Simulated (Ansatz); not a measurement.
## What BaPbO3 (Pm-3m) distorts into

Aim: this structure of BaPbO3 (Pm-3m) is to be tested for unstable modes, and one is followed downhill.

Method: DFT PBEsol, scalar-relativistic, plane waves, PAW; PAW set soft_1, in Ansatz 0.2.0.

### 1. Set-up

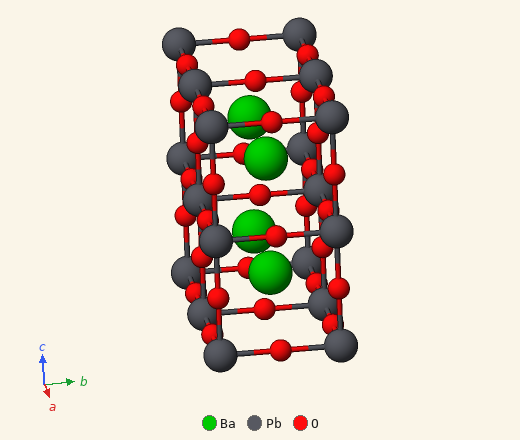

The starting structure, seen slightly off an axis (barium green, lead dark grey, oxygen red). 2×1×2 cells are drawn. Some periodic images of atoms are drawn too.

### 2. The dispersion

The cell comes from relaxations at this level that are not shown. Stability and thermal properties need the whole zone. Linear response on a 4×4×4 q mesh gives force constants as far as a supercell of that size would.

input.yaml

```yaml
crystal:
  lattice:
    - [4.2810684894, 0.0, 0.0]
    - [0.0, 4.2810684894, 0.0]
    - [0.0, 0.0, 4.2810684894]
  atoms:
    - { symbol: Ba, position: [0.5, 0.5, 0.5] }
    - { symbol: Pb, position: [0.0, 0.0, 0.0] }
    - { symbol: O, position: [0.0, 0.5, 0.0] }
    - { symbol: O, position: [0.0, 0.0, 0.5] }
    - { symbol: O, position: [0.5, 0.0, 0.0] }
kpoints:
  mp_grid: { grid: [8, 8, 8] }
hamiltonian:
  xc: pbesol
  pseudopotentials: { kind: paw, azcp: { folder: soft_1 }, xc_functional: pbe }
scf:
  occupations: { method: methfessel_paxton, width: 0.2 }
output:
  eigenvalues: true
phonons:
  method: dfpt
  qmesh: [4, 4, 4]
  temperatures: { t_max: 1000, t_step: 50 }
  qpath:
    path:
      - [[0.0, 0.0, 0.0], [0.0, 0.5, 0.0], [0.5, 0.5, 0.0], [0.0, 0.0, 0.0], [0.5, 0.5, 0.5], [0.0, 0.5, 0.0]]
      - [[0.5, 0.5, 0.5], [0.5, 0.5, 0.0]]
    npoints: 10
```

Run with:

```
$ ansatz run input.yaml --threads 4 --pin off --max-ram 10240MiB --backend cpu --events-out ev --progress --plain --runs-dir out
```

Numbers of over 12 decimals in the logs are rounded to 6 here.

Output:

```text
Engine: ansatz 0.2.0, aarch64-unknown-linux-gnu
Pseudopotentials: kind: paw
Pseudopotential: Ba, paw, valence charge 10, recommended cutoff 420 eV (normal), soft_1/Ba.paw.azcp
Pseudopotential: Pb, paw, valence charge 14, recommended cutoff 420 eV (normal), soft_1/Pb.paw.azcp
Pseudopotential: O, paw, valence charge 6, recommended cutoff 420 eV (normal), soft_1/O.paw.azcp
Functional definition: PBEsol
  exchange = pbesol_x
  correlation = pbesol_c
Crystal: 5 atoms, lattice volume = 78.461 Å³
Basis set: ecut = 420 eV, 1551 PW (Γ), exchange–correlation on 60×60×60 points (8 copies of the dense FFT grid, shifted against one another)
Bands: 26, of which v1, the nominal top of the filled ones, is band 21 counted from 1 (20 counted from 0)
Symmetry: 48 space group operations
k-points: 35 of 512
Non-local potential: Ba, projectors of the file, l = 0: 3, l = 1: 2, l = 2: 2, l = 3: 2
Non-local potential: Pb, projectors of the file, l = 0: 2, l = 1: 2, l = 2: 2, l = 3: 1
Non-local potential: O, projectors of the file, l = 0: 2, l = 1: 2, l = 2: 1
PAW form: soft (Blöchl's): semilocal exchange-correlation on the pseudo side does not see the compensation charge
PAW frozen core: Ba, regenerated for the run's functional, and the local potential with it (the file was generated under x = pbe(κ = 0.804, μ = 0.219515), c = pbe(β = 0.066725))
PAW frozen core: Pb, regenerated for the run's functional, and the local potential with it (the file was generated under x = pbe(κ = 0.804, μ = 0.219515), c = pbe(β = 0.066725))
PAW frozen core: O, regenerated for the run's functional, and the local potential with it (the file was generated under x = pbe(κ = 0.804, μ = 0.219515), c = pbe(β = 0.066725))
PAW one-centre angular grid: Ba, 194 points (default); XC on 64 Gauss nodes
PAW one-centre angular grid: Pb, 590 points (default); XC on 64 Gauss nodes
PAW one-centre angular grid: O, 110 points (default); XC on 64 Gauss nodes
Initial density: superposition of atomic densities (chi_scale 0.1, normalization cell, long waves kept (reshape's long-wave potential 0.00 eV rms))
Initial wavefunctions: pseudopotential atomic-orbital guess
Functional: x = pbesol(κ = 0.804, μ = 0.123457), c = pbesol(β = 0.046)
SCF iter   1: F=—  HF=-19304.939741 eV  |F-HF|=—  |Δ(HF+E_count)|=         —  Δρ=5.67e-2  dr2=3.60e0  ethr=3.10e-3  ⟨swp⟩=11.0  Hψ=6009  notcnv=0
preconditioner: auto → Resta (q_TF=auto, 2.458 Å⁻¹)  ε∞=4.8  [insulator: Δε(μ)=0.307 eV  Ē_g=13.648 eV  σ=0.200 eV  W_gap=0.63  n_scr=18 (ndim 8)  ℏωp=26.5 eV  f_vac=0.000  D(μ)=0.30/eV (n_scr^D=0)  ε∞_Penn≈4.8]
SCF iter   2: F=—  HF=-19304.046806 eV  |F-HF|=—  |Δ(HF+E_count)|=   8.93e-1  S|Δr|=    0.00e0  Δρ=3.21e-2  dr2=1.32e0  ethr=3.10e-3  ⟨swp⟩=3.9  Hψ=1927  notcnv=0  defer=31
SCF iter   3: F=—  HF=-19303.526638 eV  |F-HF|=—  |Δ(HF+E_count)|=   5.20e-1  S|Δr|=    0.00e0  Δρ=8.21e-3  dr2=7.98e-2  ethr=3.10e-3  ⟨swp⟩=4.2  Hψ=1737  notcnv=0  defer=31
SCF iter   4: F=—  HF=-19303.498164 eV  |F-HF|=—  |Δ(HF+E_count)|=   2.85e-2  S|Δr|=    0.00e0  Δρ=1.89e-3  dr2=2.73e-3  ethr=1.90e-4  ⟨swp⟩=3.4  Hψ=2055  notcnv=0  defer=31
SCF iter   5: F=—  HF=-19303.498124 eV  |F-HF|=—  |Δ(HF+E_count)|=   3.98e-5  S|Δr|=    0.00e0  Δρ=3.56e-4  dr2=1.19e-4  ethr=6.50e-6  ⟨swp⟩=2.6  Hψ=1578  notcnv=0  defer=31
SCF iter   6: F=—  HF=-19303.498117 eV  |F-HF|=—  |Δ(HF+E_count)|=   7.67e-6  S|Δr|=    0.00e0  Δρ=7.67e-5  dr2=3.44e-6  ethr=2.84e-7  ⟨swp⟩=2.5  Hψ=1722  notcnv=0  defer=31
SCF iter   7: F=—  HF=-19303.498119 eV  |F-HF|=—  |Δ(HF+E_count)|=   2.85e-6  S|Δr|=    0.00e0  Δρ=1.91e-5  dr2=2.85e-7  ethr=8.19e-9  ⟨swp⟩=2.1  Hψ=1515  notcnv=0  defer=31
SCF iter   8: F=—  HF=-19303.498120 eV  |F-HF|=—  |Δ(HF+E_count)|=   2.91e-7  S|Δr|=    0.00e0  Δρ=4.57e-6  dr2=1.93e-8  ethr=6.80e-10  ⟨swp⟩=2.1  Hψ=1412  notcnv=0  defer=31
SCF iter   9: F=—  HF=-19303.498120 eV  |F-HF|=—  |Δ(HF+E_count)|=   2.57e-8  S|Δr|=    0.00e0  Δρ=1.25e-6  dr2=1.34e-9  ethr=4.59e-11  ⟨swp⟩=2.6  Hψ=1764  notcnv=0  defer=31
SCF iter  10: F=—  HF=-19303.498120 eV  |F-HF|=—  |Δ(HF+E_count)|=  1.60e-10  S|Δr|=    0.00e0  Δρ=4.13e-7  dr2=8.02e-11  ethr=3.20e-12  ⟨swp⟩=2.2  Hψ=1576  notcnv=0  defer=31
SCF iter  11: F=-19303.498120 eV  HF=-19303.498120 eV  |F-HF|=3.64e-12  |Δ(HF+E_count)|=  7.28e-12  S|Δr|=    0.00e0  Δρ=7.23e-8  dr2=2.64e-12  ethr=1.00e-12  ⟨swp⟩=18.6  Hψ=7142  notcnv=0
SCF 1 converged in 11 iterations: F = -19303.498120 eV  dr2 = 2.64e-12
  greatest PAW one-centre occupation: 0.986 electrons in one spin orbital (limit 2), on the Pb atom at site 1 (counted from 0), in its partial waves of l = 2
Initial density: read from a saved state, or passed on in memory by an earlier SCF of this step, an earlier step, the calling program or the single point that the run made first
iter 1 solved again at ethr=5.90e-7 eV; its pass at ethr=3.10e-3 eV (dr2=2.48e-4 eV) is discarded
SCF iter   1: F=—  HF=-19303.498120 eV  |F-HF|=—  |Δ(HF+E_count)|=         —  Δρ=2.06e-6  dr2=1.59e-9  ethr=5.90e-7  ⟨swp⟩=3.5  Hψ=7895  notcnv=0
eigensolver tolerance schedule: the retry pair's looser diagonalisation over-reported the residual by 155844.68 of it (diagonalisation noise at an unbounded share of the residual, at the tolerance the schedule requests for it); recorded, not acted on — ethr = c·dr2/N_el stays at c = 1.0e-1
preconditioner: auto → Kerker (q_TF=auto, 2.458 Å⁻¹)  [metal: Δε(μ)=0.001 eV  Ē_g=15.630 eV  σ=0.200 eV  W_gap=0.01  n_scr=18 (ndim 8)  ℏωp=27.2 eV  f_vac=0.000  D(μ)=1.01/eV (n_scr^D=6)]
SCF iter   2: F=—  HF=-19303.498120 eV  |F-HF|=—  |Δ(HF+E_count)|=   4.65e-7  S|Δr|=    0.00e0  Δρ=1.01e-6  dr2=2.51e-10  ethr=3.79e-12  ⟨swp⟩=5.2  Hψ=2956  notcnv=0
SCF iter   3: F=—  HF=-19303.498120 eV  |F-HF|=—  |Δ(HF+E_count)|=  6.18e-11  S|Δr|=    0.00e0  Δρ=6.69e-7  dr2=1.24e-10  ethr=1.00e-12  ⟨swp⟩=1.2  Hψ=920  notcnv=0
SCF iter   4: F=—  HF=-19303.498120 eV  |F-HF|=—  |Δ(HF+E_count)|=  2.55e-11  S|Δr|=    0.00e0  Δρ=3.34e-7  dr2=4.09e-11  ethr=1.00e-12  ⟨swp⟩=1.3  Hψ=919  notcnv=0
SCF iter   5: F=—  HF=-19303.498120 eV  |F-HF|=—  |Δ(HF+E_count)|=  7.28e-12  S|Δr|=    0.00e0  Δρ=2.64e-7  dr2=2.62e-11  ethr=1.00e-12  ⟨swp⟩=1.3  Hψ=938  notcnv=0
SCF iter   6: F=—  HF=-19303.498120 eV  |F-HF|=—  |Δ(HF+E_count)|=    0.00e0  S|Δr|=    0.00e0  Δρ=1.93e-7  dr2=1.41e-11  ethr=1.00e-12  ⟨swp⟩=1.2  Hψ=932  notcnv=0
SCF iter   7: F=-19303.498120 eV  HF=-19303.498120 eV  |F-HF|=3.64e-12  |Δ(HF+E_count)|=  7.28e-12  S|Δr|=    0.00e0  Δρ=1.08e-7  dr2=4.47e-12  ethr=1.00e-12  ⟨swp⟩=5.6  Hψ=3002  notcnv=0
SCF 2 converged in 7 iterations: F = -19303.498120 eV  dr2 = 4.47e-12
phonons: the bands overlap, so this run is a metal and interpolates without the dipole-dipole term. If the crystal is really an insulator or semiconductor, its LO-TO splitting is missing
NSCF: frozen V_eff on 35 k-points
WARN: eigensolver did not converge in 5 slots of this pass, the one above among them; of largest residual over every band (k=13): 1 band(s) unlocked (lowest unlocked band 25, counted from 0; max residual 3.88e-5 eV among the unlocked bands, 3.88e-5 eV over every band); of lowest unlocked band (k=13): band 25
NSCF: frozen V_eff on 125 k-points
DFPT response loops at q = (0, 0, 0) (fractional): preconditioner auto → Kerker (q_TF=auto, 2.458 Å⁻¹) (partly filled bands, converged f_vac=0.000); β = 1.00, the filter's whole step (`scf.mixing.beta` (0.50) is not read by the response loops under this deck's `scf.mixing.preconditioner`; to damp them name `kerker` or `kerker_dos`, under which they read `scf.mixing.beta`, and type it under 1.00, their step now; both keys bind the ground state too); Broyden in place of MSR1
NSCF: frozen V_eff on 400 k-points
DFPT response loops at q = (0, 0, 0.25) (fractional): mixed as the last ones told, above
NSCF: frozen V_eff on 250 k-points
DFPT response loops at q = (0, 0, -0.5) (fractional): mixed as the last ones told, above
NSCF: frozen V_eff on 640 k-points
DFPT response loops at q = (0, 0.25, 0.25) (fractional): mixed as the last ones told, above
NSCF: frozen V_eff on 400 k-points
DFPT response loops at q = (0, 0.25, -0.5) (fractional): mixed as the last ones told, above
NSCF: frozen V_eff on 250 k-points
DFPT response loops at q = (0, -0.5, -0.5) (fractional): mixed as the last ones told, above
NSCF: frozen V_eff on 1024 k-points
DFPT response loops at q = (0.25, 0.25, 0.25) (fractional): mixed as the last ones told, above
NSCF: frozen V_eff on 640 k-points
DFPT response loops at q = (0.25, 0.25, -0.5) (fractional): mixed as the last ones told, above
NSCF: frozen V_eff on 400 k-points
DFPT response loops at q = (0.25, -0.5, -0.5) (fractional): mixed as the last ones told, above
NSCF: frozen V_eff on 250 k-points
DFPT response loops at q = (-0.5, -0.5, -0.5) (fractional): mixed as the last ones told, above
SCF converged after 11 iterations
Stability not checked: this state was not tested for a lower state beside it, because cold or Methfessel-Paxton smearing, or corrected tetrahedra, fill the levels in a way that the test cannot read (fill_not_monotonic; see scf.lower_state_search)
Free energy (F): -19303.498120 eV
Harris-Foulkes:  -19303.498120 eV  (|F-HF|=3.64e-12)
Internal energy: -19303.509129 eV  (E = F + TS)
E sigma→0 (E₀):  -19303.500872 eV
Entropy (-TS):   0.011009 eV (2.202 meV/atom)
Fermi energy:    9.133921 eV
--- Per-component energies (eV) ---
  E_band       = -15.329036
  E_kinetic    = 958.979891
  E_local      = -2322.977761  (includes V_loc(G=0)·N_el)
  E_nonlocal   = 567.517733
  E_hartree    = 888.829646
  E_xc         = -608.539443
  E_vxc        = -533.905020  (∫ρ·V_xc dr)
  E_paw        = -15836.631062  (= ΣΔE_a)
  E_vpaw       = -462.605330  (= ΣTr[D̂ρ^β])
  E_aug_tail   = 0.002234  (compensation charges beyond the density's cutoff)
  E_ewald      = -2951.009838
  E_core_change = 0.319471  (= ΣΔE_core)
  E_smearing   = 0.011009  (= −TS)
  E_closure    = -0.000000  (closes the sum)
  Σ components = -19303.498120   (vs F -19303.498120, Δ=0.00e0)
--- Band table (eV; the first three rows and the last of 35) ---
  k-point 0: bands = [... 17 lower, 8.1490, 8.1490, 8.5166, 8.5166, 8.5166, 13.8033, 13.8033, 15.5002, ... 1 higher]
  k-point 1: bands = [... 17 lower, 8.1201, 8.1201, 8.4847, 8.4847, 8.9870, 14.0241, 14.0325, 15.7890, ... 1 higher]
  k-point 2: bands = [... 17 lower, 8.0625, 8.0625, 8.4093, 8.4093, 10.3010, 14.5671, 14.6166, 16.2365, ... 1 higher]
  k-point 34: bands = [... 17 lower, 9.0650, 9.0650, 9.1350, 9.1350, 13.9133, 13.9133, 13.9133, 15.8997, ... 1 higher]
--- Phonons (Γ-DFPT): 4 representative perturbations + reference (Σ response iterations 13) ---
  ASR residual: 4.749e-5 → 0.000e0 eV/Å²; symmetrization residual: 1.159e-6 eV/Å²
  ASR residual per site (eV/Å²): 2.54e-6 4.59e-6 4.75e-5 4.75e-5 4.75e-5
  Γ frequencies (cm⁻¹): 0.00 0.00 0.00 44.03 44.03 44.03 83.25 83.25 83.25 130.93 130.93 130.93 564.33 564.33 564.33
--- Phonons (arbitrary-q DFPT): 10 irreducible q on the 4×4×4 mesh ---
  q = [0.0000, 0.0000, 0.0000] (star 1, of the zone-centre solve; hermiticity 1.32e-7, symmetrization 2.97e-12): -0.00 0.00 0.00 44.03 44.03 44.03 83.25 83.25 83.25 130.93 130.93 130.93 564.33 564.33 564.33
  q = [0.0000, 0.0000, 0.2500] (star 6, 9 solved perturbations in 1560 linear systems a pass and spin channel, the states on 200 of 512 k-point pairs; hermiticity 2.93e-7, symmetrization 7.18e-13): 40.24 40.24 59.88 59.88 78.71 102.07 102.07 110.73 125.24 130.52 130.52 222.60 568.14 568.14 578.99
  q = [0.0000, 0.0000, -0.5000] (star 3, 9 solved perturbations in 975 linear systems a pass and spin channel, the states on 125 of 512 k-point pairs; hermiticity 6.49e-8, symmetrization 6.74e-13): 52.50 52.50 72.47 72.47 99.59 120.57 120.57 131.22 131.22 135.00 161.43 282.16 572.01 572.01 591.25
  q = [0.0000, 0.2500, 0.2500] (star 12, 9 solved perturbations in 2460 linear systems a pass and spin channel, the states on 320 of 512 k-point pairs; hermiticity 2.97e-7, symmetrization 2.16e-14): -80.03 35.87 51.64 76.11 77.70 97.10 116.52 124.20 132.11 162.94 168.76 264.70 501.38 572.09 626.66
  q = [0.0000, 0.2500, -0.5000] (star 12, 15 solved perturbations on 200 of 512 k-point pairs; hermiticity 1.87e-7, symmetrization 1.44e-14): -108.48 51.83 57.89 64.51 87.47 111.47 131.45 135.44 146.01 174.53 196.12 285.98 468.09 575.98 635.81
  q = [0.0000, -0.5000, -0.5000] (star 3, 9 solved perturbations in 975 linear systems a pass and spin channel, the states on 125 of 512 k-point pairs; hermiticity 1.32e-7, symmetrization 1.99e-13): -150.23 27.50 27.50 60.67 97.27 136.14 136.14 142.10 142.10 208.80 208.80 292.64 310.37 579.82 642.33
  q = [0.2500, 0.2500, 0.2500] (star 8, 4 solved perturbations in 1376 linear systems a pass and spin channel, the states on 512 of 512 k-point pairs; hermiticity 1.77e-7, symmetrization 3.12e-13): -99.26 -62.26 -62.26 56.66 56.66 73.53 141.93 148.70 148.70 195.12 195.12 270.90 503.83 503.83 646.44
  q = [0.2500, 0.2500, -0.5000] (star 12, 9 solved perturbations in 2460 linear systems a pass and spin channel, the states on 320 of 512 k-point pairs; hermiticity 1.64e-7, symmetrization 1.65e-13): -125.05 -93.47 -68.70 61.26 63.54 66.84 147.61 149.67 183.02 206.11 215.13 274.94 451.50 506.94 652.68
  q = [0.2500, -0.5000, -0.5000] (star 6, 9 solved perturbations in 1560 linear systems a pass and spin channel, the states on 200 of 512 k-point pairs; hermiticity 1.06e-7, symmetrization 1.21e-13): -157.67 -113.92 -113.92 63.82 63.82 65.67 150.33 184.53 184.53 226.15 226.15 268.53 316.05 493.26 656.44
  q = [-0.5000, -0.5000, -0.5000] (star 1, 4 solved perturbations in 350 linear systems a pass and spin channel, the states on 125 of 512 k-point pairs; hermiticity 5.43e-8, symmetrization 1.53e-13): -163.44 -163.44 -163.44 65.58 65.58 65.58 189.91 189.91 189.91 240.92 240.92 240.92 319.76 319.76 658.28
  sum rule: each row above includes the acoustic sum rule's correction from the zone centre's row sums; it moved no ω² by more than (0.90 cm⁻¹)²
  mesh force constants: q→R imaginary residual 1.21e-18; ASR residual 4.749e-5 → 0.000e0 eV/Å²; symmetrization residual 1.421e-14 eV/Å²
  interpolated dispersion: 62 rows × 15 modes
  density of states and harmonic sums: on the 16×16×16 q-mesh, interpolated from the force constants of a 4×4×4 supercell (no non-analytic term)
  largest difference from the sums on the solved wave vectors: F 7.52e-2 eV, S 9.08e-5 and C_V 2.16e-5 eV/K
  zero-point energy: 0.185078 eV/cell   skipped modes (ω ≤ 0): 251, of them read as no rigid motion or as one in doubt: 248 (1.552e0 modes/cell left out, lowest -163.44 cm⁻¹)   left out of the sums: 1.03e-1 of the cell's modes: C_V's classical limit lies that fraction below 3 k_B per atom; for a crystal, a wire or a layer, F and S can be off by more, and a phonons.interpolated_qmesh denser along its periods is the remedy for the sampling
```

Wall time 11 min (4 threads of Arm Neoverse V2, shared host); peak memory 2.6 GiB.

This step gave:

```yaml
volume_per_atom: 15.69 Å³
gap_on_the_k_mesh: 0 eV
sum_rule_residual_before_enforcement: 4.75e-5 eV/Å²
lowest_frequency_on_the_path: -163.4 cm⁻¹
point_group: m-3m
highest_frequency_on_the_path_or_at_a_solved_wavevector: 659.7 cm⁻¹
highest_optical_mode_at_the_zone_centre_no_lo_to_term: 564.3 cm⁻¹
lowest_optical_zone_centre_mode: 44.03 cm⁻¹
lowest_mode_on_the_q_mesh_acoustic_modes_at_gamma_apart: -163.4 cm⁻¹
```

Frequencies (cm⁻¹) solved at each irreducible wavevector; negative means imaginary. Frequencies by wavevector, by row:

```tsv
q in reciprocal lattice units	star	mode 1	mode 2	mode 3	mode 4	mode 13	mode 14	mode 15
0 0 0	1	0	0	0	44	564.3	564.3	564.3
0 0 0.25	6	40.2	40.2	59.9	59.9	568.1	568.1	579
0 0 -0.5	3	52.5	52.5	72.5	72.5	572	572	591.2
0 0.25 0.25	12	-80	35.9	51.6	76.1	501.4	572.1	626.7
0 0.25 -0.5	12	-108.5	51.8	57.9	64.5	468.1	576	635.8
0 -0.5 -0.5	3	-150.2	27.5	27.5	60.7	310.4	579.8	642.3
0.25 0.25 0.25	8	-99.3	-62.3	-62.3	56.7	503.8	503.8	646.4
0.25 0.25 -0.5	12	-125	-93.5	-68.7	61.3	451.5	506.9	652.7
0.25 -0.5 -0.5	6	-157.7	-113.9	-113.9	63.8	316.1	493.3	656.4
-0.5 -0.5 -0.5	1	-163.4	-163.4	-163.4	65.6	319.8	319.8	658.3
```

Interpolated from a 4×4×4 q mesh. Phonon branches along the path, in cm⁻¹:

```tsv
point	branch 1	branch 2	branch 3	branch 4	branch 12	branch 13	branch 14	branch 15
Γ	0	0	0	44	131	564	564	564
X	52	52	72	72	282	572	572	591
M	-150	28	28	61	293	310	580	642
Γ	0	0	0	44	131	564	564	564
R	-163	-163	-163	66	241	320	320	658
X	52	52	72	72	282	572	572	591
jump to R	-163	-163	-163	66	241	320	320	658
M	-150	28	28	61	293	310	580	642
```

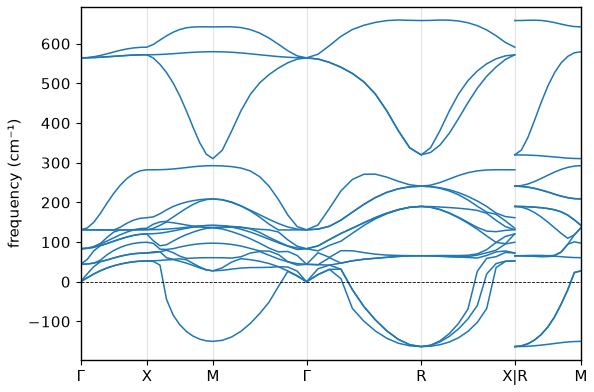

Phonon branches along the path.

Symmetry leaves 10 wavevectors to solve. The lowest mode among them, the acoustic zeros apart, lies at q = (-0.5, -0.5, -0.5) and is imaginary, 163.4i cm⁻¹, so the energy falls along it.

### 3. The mode frozen in, largest atomic shift 0 Å

The mode followed lies at q = (-0.5, -0.5, -0.5) with frequency 163.4i cm⁻¹ and is 3-fold degenerate, the softest among the wavevectors solved. At small amplitude the distorted cell has space group no. 167 by a symmetry search on the positions. The undistorted cell that holds it gives the zero of energy on the same k mesh.

System of this step: BaPbO3. It takes space group Pm-3m (No. 221, cubic). Conventional cell: a = 4.281 Å, b = 4.281 Å, c = 4.281 Å, α = 90.00°, β = 90.00°, γ = 90.00°. Ba has 12 O at 3.03 Å nearest. Pb has 6 O at 2.14 Å nearest. O has 2 Pb at 2.14 Å and 4 Ba at 3.03 Å nearest. Farther neighbours and most contacts between anions are not listed.

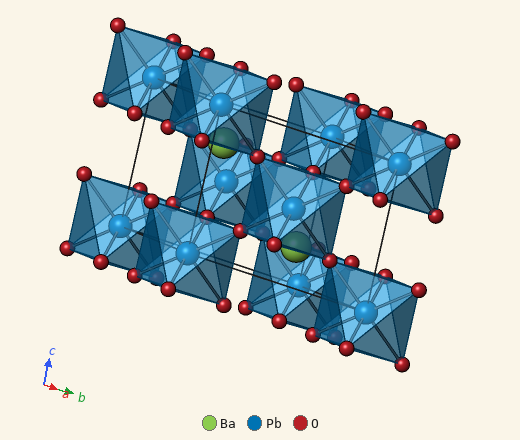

The cell of this step (barium green, lead blue, oxygen red). Some periodic images of atoms are drawn too.

input.yaml, the sections that differ from step 2:

```yaml
crystal:
  lattice:
    - [4.2810684894, 4.2810684894, 0.0]
    - [4.2810684894, 0.0, 4.2810684894]
    - [4.2810684894, 0.0, -4.2810684894]
  atoms:
    - { symbol: Ba, position: [0.5, 0.25, 0.75] }
    - { symbol: Ba, position: [0.5, 0.75, 0.25] }
    - { symbol: Pb, position: [0.0, 0.5, 0.5] }
    - { symbol: Pb, position: [0.0, 0.0, 1.0] }
    - { symbol: O, position: [0.5, 0.75, 0.75] }
    - { symbol: O, position: [0.5, 0.25, 0.25] }
    - { symbol: O, position: [0.0, 0.75, 0.25] }
    - { symbol: O, position: [0.0, 0.25, 0.75] }
    - { symbol: O, position: [0.0, 0.75, 0.75] }
    - { symbol: O, position: [0.0, 0.25, 0.25] }
output:
  forces: true
  stress: true
  eigenvalues: true
# kpoints, hamiltonian, scf: as in step 2
# phonons: removed
```

Output:

```text
[...]
Crystal: 10 atoms, lattice volume = 156.923 Å³
Basis set: ecut = 420 eV, 3119 PW (Γ), exchange–correlation on 90×90×90 points (8 copies of the dense FFT grid, shifted against one another)
Bands: 52, of which v1, the nominal top of the filled ones, is band 42 counted from 1 (41 counted from 0)
Symmetry: 96 space group operations
[...]
k-points: 29 of 512
[...]
k-point 0: bands = [... 38 lower, 9.0643, 9.0643, 9.0643, 9.1360, 9.1360, 13.8027, 13.8027, 13.9135, ... 6 higher]
  k-point 1: bands = [... 38 lower, 8.8616, 8.8616, 9.0257, 9.0447, 9.0447, 13.9236, 13.9721, 13.9721, ... 6 higher]
  k-point 2: bands = [... 38 lower, 8.5458, 8.9173, 8.9196, 8.9196, 9.6557, 13.6765, 14.4104, 14.4104, ... 6 higher]
  k-point 28: bands = [... 38 lower, 8.4333, 8.4333, 8.6711, 8.6711, 13.0165, 13.0166, 15.7466, 15.7466, ... 6 higher]
[key lines of the parts left out:]
SCF converged after 10 iterations
Free energy (F): -38606.999781 eV
Fermi energy:    9.133089 eV
P = ⅓ Tr σ = 0.0355 GPa (0.355 kbar)
```

The job ended after 4.2 s (4 threads; peak memory 0.63 GiB).

Numbers from this step:

| Quantity | Value |
| --- | --- |
| pressure | 0.03547 GPa |
| energy from the undistorted cell | 0 meV/atom |

The run ends at a pressure of 0.04 GPa.

[end of part 1 of 3]

[Logs are printed without paths, hosts, clocks, repeated set-up lines and the standing remarks that a program may print on its own settings, such as how far it seeks lower states.]

[Hosts, paths, dates, database ids (printed as entryN), source tags and the programs' standing remarks are cut or masked in the printed files.]
